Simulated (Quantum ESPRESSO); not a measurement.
# Voltage at the next charge: Ta(100), 5 layers against an electrode

**Set-up.** Quantum ESPRESSO 7.5, PBE, GBRV ultrasoft; ESM with bc3, a metal electrode 5.09 Å above the top atoms; cell area 10.956 Å²; ions fixed. V is the potential energy of an electron at the electrode over the slab's Fermi level, divided by e, so that it equals the work function at zero charge; positive charge removes electrons.

| charge (e a cell) | V (V) |
| --- | --- |
| 0 | 3.748 |
| 0.0164 | 4.520 |
| 0.0329 | 5.329 |

To predict: What is V at a charge of 0.0657 e, and what capacitance do the rows imply?

**Fit.** The last two rows give dV/dq = (5.329 − 4.520)/(0.0329 − 0.0164) = 49.0 V/e, so C = 1602/(10.956 × 49.0) = 2.98 µF/cm², an effective gap of 8.854/2.98 = 2.97 Å. At constant C, V = 5.329 + 49.0 × 0.0328 = 6.94 V.

**The withheld run.** V = 7.028 V; the estimate misses by −0.09 V, 5.4 % of the step. Over the three intervals C goes 3.11, 2.98 and 2.82 µF/cm²: it falls as electrons leave, the surface charge drawing back towards the atoms.

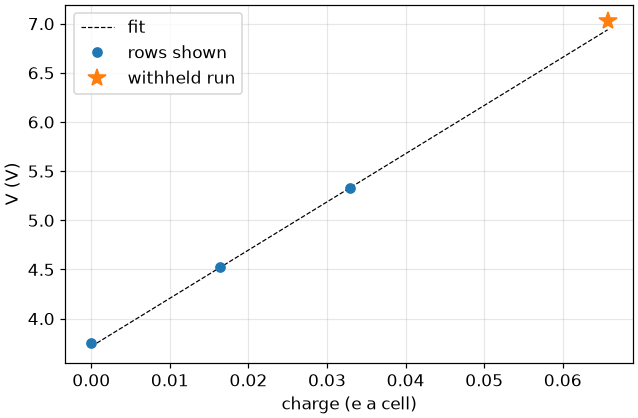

The rows shown, the fit and the withheld run.

**Limits.** Vacuum fills the gap; a dielectric or electrolyte would change C. The slab is thin.
